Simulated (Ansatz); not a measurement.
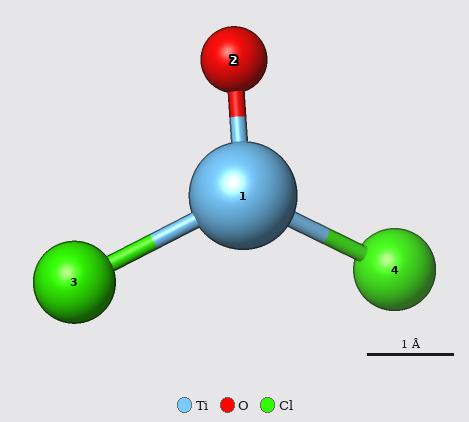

Figure 1. The structure as given in the input (ball-and-stick view, seen at a tilt; atoms are numbered from 1 in the order of the input). Sticks mark near contacts. Bond lengths as drawn: Cl–Ti 2.22 Å and O–Ti 1.60 Å.

## TiCl2O: molecular dynamics

- system: TiCl2O
- method: RKS PBE-d3bj/6-31G* (Ansatz 0.2.0)

The geometry comes from this level: PBE-D4/def2-SVP. Figures and captions count atoms from 1; the log counts them from 0 in places.

The input
```yaml
crystal:
  periodic: [false, false, false]
  atoms:
    - {symbol: Ti, position_ang: [0.072248, -0.001813, 0.252402]}
    - {symbol: O, position_ang: [1.659518, -0.022942, 0.093636]}
    - {symbol: Cl, position_ang: [-0.838993, 1.982548, -0.166599]}
    - {symbol: Cl, position_ang: [-0.892783, -1.957782, -0.179449]}
basis:
  gaussian: {orbitals: "6-31G*"}
hamiltonian: {xc: {name: PBE}, dispersion: d3bj}
md: {timestep: 1 fs, n_steps: 15, ensemble: nvt_nose_hoover, temperature: 700, initial_velocities: maxwell_boltzmann, seed: 779}
scf: {omitted_lower_state_checks: [starts]}
```

Launched with:
```bash
ansatz run in.yaml --threads 4 --pin off --events-out ev --progress --plain --max-ram 3916MiB
```

What the program printed
```
Functional definition: PBE
  name "PBE"
  cite "Perdew, Burke & Ernzerhof, Phys. Rev. Lett. 77, 3865 (1996) doi:10.1103/PhysRevLett.77.3865"
  parent pbe
  parameter kappa = 0.804
  parameter beta = 0.06672455060314922
  exchange = pbe_x(kappa = kappa, mu = beta*pi^2/3)
  correlation = pbe_c(beta = beta)
these checks for a lower state are left out or cut short: starts
991 factors; their error is unknown
mean field evaluation 1: about -50180.3377 eV, gradient 7.8e1 eV
mean field evaluation 2: about -49769.6270 eV, gradient 4.3e2 eV
mean field evaluation 4: about -50187.3839 eV, gradient 4.7e1 eV
mean field evaluation 8: about -50191.9646 eV, gradient 2.4e0 eV
mean field evaluation 16: about -50191.9404 eV, gradient 1.3e-3 eV
mean field -50191.94039108 eV, -1844.5197880532 hartree, gradient 5.2e-5 eV, S^2 0.000000; 0 other end points of the search recorded, 0 dependent functions left out
the calculation of the forces begins
reference -50191.94045851 eV, -1844.5197905310 hartree; 32, 32 occupied and 57, 57 virtual orbitals, 991 factors
md step     0: t =     0.00 fs  T =   700.0 K  F+E_penalty+E_count = -50192.04857539 eV  E_kin = 0.180964 eV  conserved = -50191.86761139 eV  (28 SCF iters)
these checks for a lower state are left out or cut short: starts, cluster_reference, orbital_swaps, neighbouring_geometries, increment
991 factors; their error is unknown
mean field -50191.93852108 eV, -1844.5197193319 hartree, gradient 1.7e-5 eV, S^2 0.000000; 0 other end points of the search recorded, 0 dependent functions left out
[... from here on the field's lines of each further geometry are left out, up to the last ...]
md step     1: t =     1.00 fs  T =   693.2 K  F+E_penalty+E_count = -50192.04679588 eV  E_kin = 0.179194 eV  conserved = -50191.86760153 eV  (31 SCF iters)
md step     2: t =     2.00 fs  T =   676.0 K  F+E_penalty+E_count = -50192.04233158 eV  E_kin = 0.174760 eV  conserved = -50191.86757185 eV  (31 SCF iters)
md step     3: t =     3.00 fs  T =   650.4 K  F+E_penalty+E_count = -50192.03566167 eV  E_kin = 0.168137 eV  conserved = -50191.86752679 eV  (31 SCF iters)
md step     4: t =     4.00 fs  T =   619.1 K  F+E_penalty+E_count = -50192.02750912 eV  E_kin = 0.160042 eV  conserved = -50191.86747307 eV  (31 SCF iters)
md step     5: t =     5.00 fs  T =   585.4 K  F+E_penalty+E_count = -50192.01873081 eV  E_kin = 0.151325 eV  conserved = -50191.86741954 eV  (31 SCF iters)
md step     6: t =     6.00 fs  T =   552.5 K  F+E_penalty+E_count = -50192.01017635 eV  E_kin = 0.142826 eV  conserved = -50191.86737568 eV  (31 SCF iters)
md step     7: t =     7.00 fs  T =   523.1 K  F+E_penalty+E_count = -50192.00254320 eV  E_kin = 0.135237 eV  conserved = -50191.86734860 eV  (31 SCF iters)
md step     8: t =     8.00 fs  T =   498.9 K  F+E_penalty+E_count = -50191.99626258 eV  E_kin = 0.128986 eV  conserved = -50191.86734104 eV  (31 SCF iters)
md step     9: t =     9.00 fs  T =   480.4 K  F+E_penalty+E_count = -50191.99144630 eV  E_kin = 0.124186 eV  conserved = -50191.86735398 eV  (31 SCF iters)
md step    10: t =    10.00 fs  T =   466.7 K  F+E_penalty+E_count = -50191.98789462 eV  E_kin = 0.120643 eV  conserved = -50191.86738149 eV  (31 SCF iters)
md step    11: t =    11.00 fs  T =   456.2 K  F+E_penalty+E_count = -50191.98517758 eV  E_kin = 0.117935 eV  conserved = -50191.86741551 eV  (31 SCF iters)
md step    12: t =    12.00 fs  T =   446.9 K  F+E_penalty+E_count = -50191.98275640 eV  E_kin = 0.115531 eV  conserved = -50191.86744777 eV  (31 SCF iters)
md step    13: t =    13.00 fs  T =   436.8 K  F+E_penalty+E_count = -50191.98011646 eV  E_kin = 0.112926 eV  conserved = -50191.86747109 eV  (31 SCF iters)
md step    14: t =    14.00 fs  T =   424.5 K  F+E_penalty+E_count = -50191.97688264 eV  E_kin = 0.109747 eV  conserved = -50191.86748058 eV  (31 SCF iters)
the calculation of the forces begins
reference -50191.86440417 eV, -1844.5169955858 hartree; 32, 32 occupied and 57, 57 virtual orbitals, 991 factors
these checks for a lower state are left out or cut short: starts
991 factors; their error is unknown
mean field -50191.86433693 eV, -1844.5169931144 hartree, gradient 1.6e-5 eV, S^2 0.000000; 0 other end points of the search recorded, 0 dependent functions left out
the calculation of the forces begins
reference -50191.86440417 eV, -1844.5169955858 hartree; 32, 32 occupied and 57, 57 virtual orbitals, 991 factors
md step    15: t =    15.00 fs  T =   409.4 K  F+E_penalty+E_count = -50191.97289485 eV  E_kin = 0.105836 eV  conserved = -50191.86747473 eV  (12 SCF iters)
```

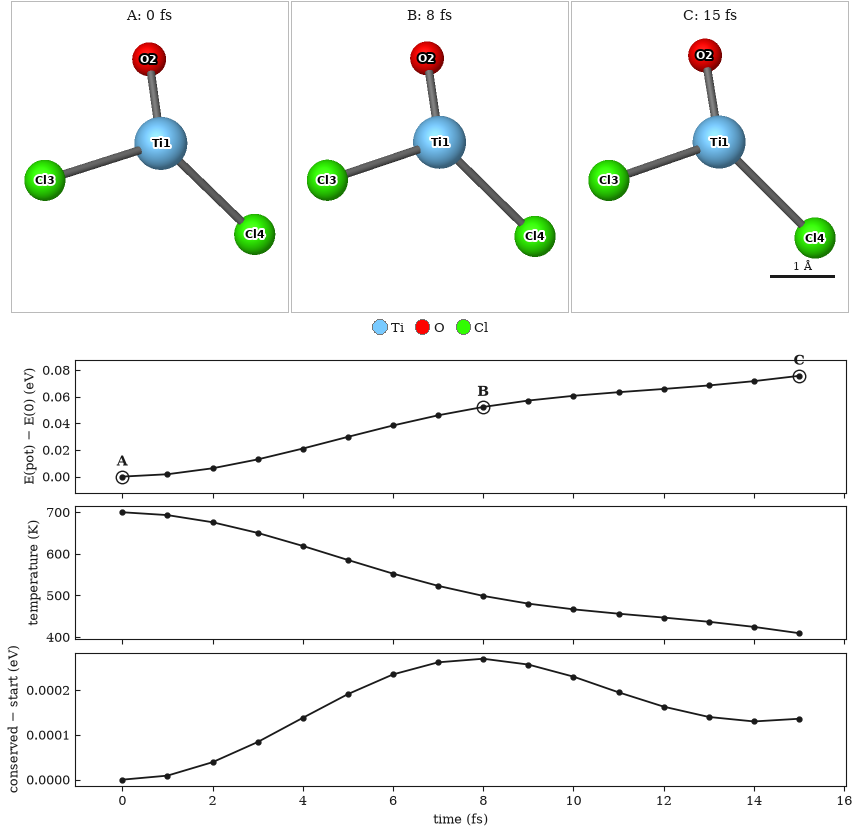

Figure 2. Frames of the molecular dynamics (ball-and-stick, seen at a tilt) above the curves, on which the letters mark them. The trajectory kept here has 16 frames over 15 fs. The temperature starts at 700 K, ranges from 409 to 700 K and averages 452 K over the second half. The potential energy ends 0.076 eV above its first value. The conserved quantity stays within 0.00027 eV. After an unweighted best fit of the last frame on the first, the root-mean-square displacement is 0.07 Å.

```
Total energy: -50191.97296210 eV, -1844.5209850160 hartree
Atom 0 at     0.097989     0.021331     0.239934 Å, force     0.333337    -1.595671     0.158056 eV/Å
Atom 1 at     1.693339     0.071323     0.124558 Å, force    -0.063785    -0.093599    -0.010918 eV/Å
Atom 2 at    -0.829859     1.912900    -0.158920 Å, force    -0.595078     1.216514    -0.249357 eV/Å
Atom 3 at    -0.951938    -1.961927    -0.184248 Å, force     0.325526     0.472757     0.102218 eV/Å
Dipole moment:    -0.072936     0.128080     0.405780 e Å
Checks for a lower state left out: starts
```

Trajectory as extended XYZ (Å, eV, eV/Å), 16 frames, from step=0 to step=15
```
4
Properties=species:S:1:pos:R:3:forces:R:3 step=0 time_fs=0.0 energy=-50192.04858 temperature=700.0
Ti    0.0722   -0.0018    0.2524    0.0529  -0.0007   0.0310
O     1.6595   -0.0229    0.0936    0.0901  -0.0013   0.0069
Cl   -0.8390    1.9825   -0.1666   -0.0702   0.0949  -0.0186
Cl   -0.8928   -1.9578   -0.1794   -0.0728  -0.0929  -0.0193
4
Properties=species:S:1:pos:R:3:forces:R:3 step=1 time_fs=1.0 energy=-50192.04680 temperature=693.2
Ti    0.0752    0.0008    0.2513   -0.2426  -0.1482   0.0711
O     1.6573   -0.0166    0.0961    0.3855  -0.0074  -0.0261
Cl   -0.8379    1.9768   -0.1659   -0.1080   0.1921  -0.0386
Cl   -0.8969   -1.9584   -0.1798   -0.0349  -0.0365  -0.0064
4
Properties=species:S:1:pos:R:3:forces:R:3 step=2 time_fs=2.0 energy=-50192.04233 temperature=676.0
Ti    0.0781    0.0033    0.2503   -0.5286  -0.2970   0.1100
O     1.6554   -0.0102    0.0985    0.6733  -0.0119  -0.0571
Cl   -0.8367    1.9711   -0.1651   -0.1469   0.2906  -0.0589
Cl   -0.9011   -1.9590   -0.1802    0.0022   0.0183   0.0060
4
Properties=species:S:1:pos:R:3:forces:R:3 step=3 time_fs=3.0 energy=-50192.03566 temperature=650.4
Ti    0.0809    0.0058    0.2492   -0.7905  -0.4457   0.1461
O     1.6538   -0.0039    0.1010    0.9391  -0.0149  -0.0848
Cl   -0.8357    1.9654   -0.1644   -0.1869   0.3894  -0.0792
Cl   -0.9052   -1.9596   -0.1806    0.0383   0.0712   0.0179
4
Properties=species:S:1:pos:R:3:forces:R:3 step=4 time_fs=4.0 energy=-50192.02751 temperature=619.1
Ti    0.0835    0.0083    0.2482   -1.0142  -0.5928   0.1781
O     1.6529    0.0025    0.1033    1.1687  -0.0166  -0.1079
Cl   -0.8346    1.9599   -0.1637   -0.2276   0.4876  -0.0994
Cl   -0.9094   -1.9602   -0.1810    0.0730   0.1218   0.0291
4
Properties=species:S:1:pos:R:3:forces:R:3 step=5 time_fs=5.0 energy=-50192.01873 temperature=585.4
Ti    0.0860    0.0105    0.2472   -1.1865  -0.7366   0.2048
O     1.6526    0.0088    0.1056    1.3491  -0.0174  -0.1253
Cl   -0.8337    1.9545   -0.1630   -0.2688   0.5840  -0.1193
Cl   -0.9135   -1.9607   -0.1814    0.1062   0.1699   0.0397
4
Properties=species:S:1:pos:R:3:forces:R:3 step=6 time_fs=6.0 energy=-50192.01018 temperature=552.5
Ti    0.0882    0.0127    0.2463   -1.2966  -0.8755   0.2253
O     1.6531    0.0151    0.1078    1.4692  -0.0176  -0.1363
Cl   -0.8328    1.9492   -0.1624   -0.3101   0.6777  -0.1386
Cl   -0.9176   -1.9612   -0.1818    0.1374   0.2153   0.0496
4
Properties=species:S:1:pos:R:3:forces:R:3 step=7 time_fs=7.0 energy=-50192.00254 temperature=523.1
Ti    0.0901    0.0147    0.2454   -1.3373  -1.0074   0.2390
O     1.6545    0.0214    0.1100    1.5216  -0.0178  -0.1406
Cl   -0.8320    1.9442   -0.1618   -0.3509   0.7675  -0.1572
Cl   -0.9216   -1.9617   -0.1821    0.1667   0.2577   0.0587
4
Properties=species:S:1:pos:R:3:forces:R:3 step=8 time_fs=8.0 energy=-50191.99626 temperature=498.9
Ti    0.0918    0.0164    0.2445   -1.3057  -1.1304   0.2458
O     1.6569    0.0277    0.1120    1.5028  -0.0188  -0.1382
Cl   -0.8313    1.9393   -0.1613   -0.3909   0.8522  -0.1747
Cl   -0.9257   -1.9620   -0.1825    0.1938   0.2971   0.0671
4
Properties=species:S:1:pos:R:3:forces:R:3 step=9 time_fs=9.0 energy=-50191.99145 temperature=480.4
Ti    0.0932    0.0180    0.2437   -1.2035  -1.2426   0.2461
O     1.6601    0.0340    0.1140    1.4142  -0.0212  -0.1297
Cl   -0.8307    1.9347   -0.1608   -0.4295   0.9307  -0.1910
Cl   -0.9296   -1.9623   -0.1828    0.2188   0.3331   0.0746
4
Properties=species:S:1:pos:R:3:forces:R:3 step=10 time_fs=10.0 energy=-50191.98789 temperature=466.7
Ti    0.0943    0.0192    0.2430   -1.0370  -1.3420   0.2404
O     1.6642    0.0403    0.1159    1.2613  -0.0257  -0.1159
Cl   -0.8302    1.9303   -0.1603   -0.4659   1.0020  -0.2057
Cl   -0.9335   -1.9625   -0.1831    0.2416   0.3658   0.0813
4
Properties=species:S:1:pos:R:3:forces:R:3 step=11 time_fs=11.0 energy=-50191.98518 temperature=456.2
Ti    0.0953    0.0203    0.2423   -0.8163  -1.4270   0.2296
O     1.6691    0.0465    0.1177    1.0537  -0.0328  -0.0981
Cl   -0.8298    1.9263   -0.1599   -0.4997   1.0650  -0.2187
Cl   -0.9374   -1.9626   -0.1834    0.2622   0.3948   0.0871
4
Properties=species:S:1:pos:R:3:forces:R:3 step=12 time_fs=12.0 energy=-50191.98276 temperature=446.9
Ti    0.0961    0.0210    0.2416   -0.5543  -1.4959   0.2150
O     1.6746    0.0528    0.1195    0.8035  -0.0431  -0.0773
Cl   -0.8296    1.9224   -0.1596   -0.5300   1.1187  -0.2298
Cl   -0.9411   -1.9626   -0.1836    0.2808   0.4202   0.0922
4
Properties=species:S:1:pos:R:3:forces:R:3 step=13 time_fs=13.0 energy=-50191.98012 temperature=436.8
Ti    0.0967    0.0214    0.2410   -0.2656  -1.5475   0.1975
O     1.6806    0.0590    0.1212    0.5245  -0.0566  -0.0551
Cl   -0.8296    1.9189   -0.1593   -0.5564   1.1624  -0.2387
Cl   -0.9448   -1.9625   -0.1839    0.2975   0.4417   0.0964
4
Properties=species:S:1:pos:R:3:forces:R:3 step=14 time_fs=14.0 energy=-50191.97688 temperature=424.5
Ti    0.0974    0.0215    0.2405    0.0350  -1.5809   0.1782
O     1.6869    0.0652    0.1229    0.2309  -0.0735  -0.0326
Cl   -0.8296    1.9158   -0.1591   -0.5783   1.1952  -0.2453
Cl   -0.9484   -1.9623   -0.1841    0.3124   0.4593   0.0997
4
Properties=species:S:1:pos:R:3:forces:R:3 step=15 time_fs=15.0 energy=-50191.97289 temperature=409.4
Ti    0.0980    0.0213    0.2399    0.3333  -1.5957   0.1581
O     1.6933    0.0713    0.1246   -0.0638  -0.0936  -0.0109
Cl   -0.8299    1.9129   -0.1589   -0.5951   1.2165  -0.2494
Cl   -0.9519   -1.9619   -0.1842    0.3255   0.4728   0.1022
```

Summary

- outcome: finished
- mean temperature over the second half: 452 K
- trajectory: 15 steps, 15 fs
- ensemble: nvt_nose_hoover
- temperature in the input: 700 K
- time step: 1 fs
- potential energy (last step): −50191.9730 eV
- mean-field energy (last step): −50191.8644 eV
- dispersion energy (last step): −0.1086 eV
- SCF solution under orbital rotations (last step): stable
- largest force (length of the vector) (last step): 1.638 eV/Å
- dipole moment (last step): 2.07 D
- hardware: 4 threads of Arm Neoverse V2, 23 GiB of memory available, shared host
- wall time: 14 s (CPU time 50 s)
- peak memory: 0.33 GiB

Remarks

So short a trajectory is not equilibrated. The temperature stays far from the 700 K of the thermostat over the second half: the run isn't equilibrated.
